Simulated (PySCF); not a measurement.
**C₄H₈F₃O₂PSi (SMILES COC(=O)P([SiH2]C)C(F)(F)F): density, localisation and related maps**

```yaml
atoms:
  - { symbol: C, position_ang: [3.1633, 0.2127, -0.2197] }
  - { symbol: O, position_ang: [1.8783, 0.7303, 0.1141] }
  - { symbol: C, position_ang: [0.9736, -0.1297, 0.5523] }
  - { symbol: O, position_ang: [1.1322, -1.3115, 0.7120] }
  - { symbol: P, position_ang: [-0.5830, 0.7329, 0.9977] }
  - { symbol: Si, position_ang: [-1.9789, -0.4999, -0.3274] }
  - { symbol: C, position_ang: [-2.1715, -2.1408, 0.5963] }
  - { symbol: C, position_ang: [-0.4202, 2.1790, -0.1920] }
  - { symbol: F, position_ang: [-0.0530, 1.8382, -1.4418] }
  - { symbol: F, position_ang: [-1.6111, 2.7924, -0.3174] }
  - { symbol: F, position_ang: [0.4447, 3.1078, 0.2210] }
  - { symbol: H, position_ang: [3.7877, 1.0767, -0.4302] }
  - { symbol: H, position_ang: [3.5632, -0.3634, 0.6161] }
  - { symbol: H, position_ang: [3.0894, -0.4316, -1.0975] }
  - { symbol: H, position_ang: [-3.1999, 0.3115, -0.3798] }
  - { symbol: H, position_ang: [-1.4049, -0.6666, -1.6694] }
  - { symbol: H, position_ang: [-2.8098, -2.8271, 0.0495] }
  - { symbol: H, position_ang: [-1.2017, -2.6134, 0.7347] }
  - { symbol: H, position_ang: [-2.6081, -1.9882, 1.5802] }
```

Geometry: GFN2-xTB.

All numbers below come from PBE0/pcSseg-1, SCF density, gas phase, non-relativistic in PySCF 2.14.0.

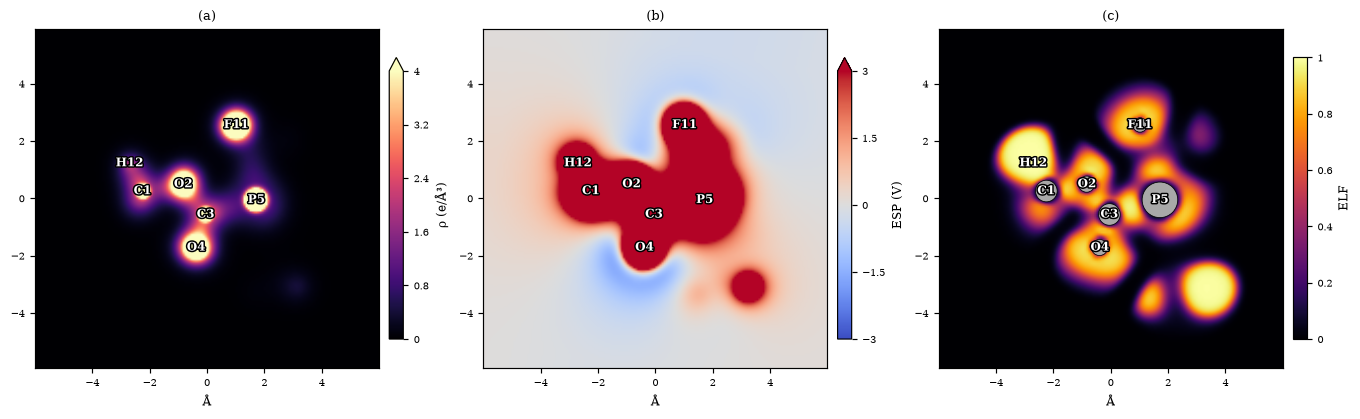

Figure 1. (a) electron density; (b) molecular electrostatic potential; (c) ELF on the plane of atoms C1, O2 and C3. Grey discs cover the atomic cores in the ELF map.

### Interpret the plot.

The section cuts through C, O, P, F and H sites.
C–O (1.20 Å): ρ is about 3.3 e/Å³ halfway; the ELF peaks at about 0.85 between the atoms; a short, multiple covalent bond.
C–P (1.83 Å): the density is about 1.2 e/Å³ at the midpoint; the ELF peaks at about 0.95 between the atoms, as expected for a shared electron pair.
C–H (1.09 Å): ρ is about 2.1 e/Å³ halfway; the ELF climbs to about 1 towards the hydrogen, as it does in any bond to H; a covalent bond by its length.
C–O (1.32 Å): ρ is about 2.5 e/Å³ halfway; the ELF peaks at about 0.85 between the atoms, as expected for a polar covalent bond.
The ELF also peaks beside O4 and F11, away from the bonds: lone-pair regions.
Outside the dense part of the molecule the potential is most negative (−1.6 V) near O4.

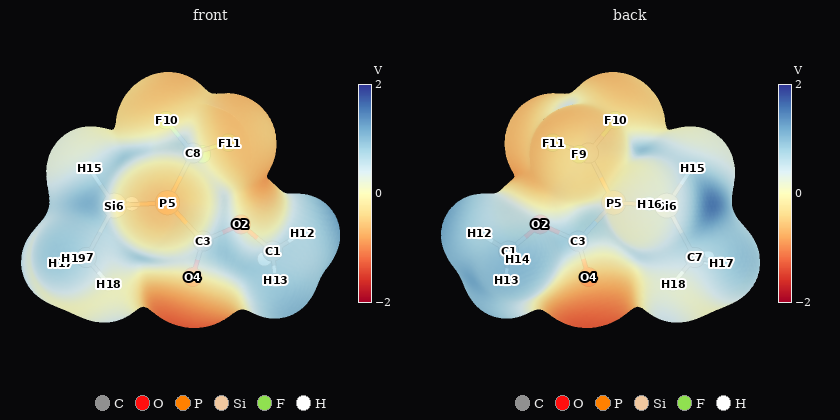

Figure 2. The molecular electrostatic potential painted on the density surface at 0.002 e/bohr³, seen from the front and from behind; red is negative and blue positive.

### Which sites attract a positive test charge, and which a negative one?

A positive charge is drawn to the negative regions and a negative charge to the positive ones. The most negative region (about −1.3 V, or −30 kcal/mol for a unit charge) lies over O4, the most positive (about +1.5 V, or +35 kcal/mol for a unit charge) over Si6. O4 is the likeliest acceptor of a hydrogen bond.

### What dipole moment does the calculation give?

Its dipole moment is 1.64 D.
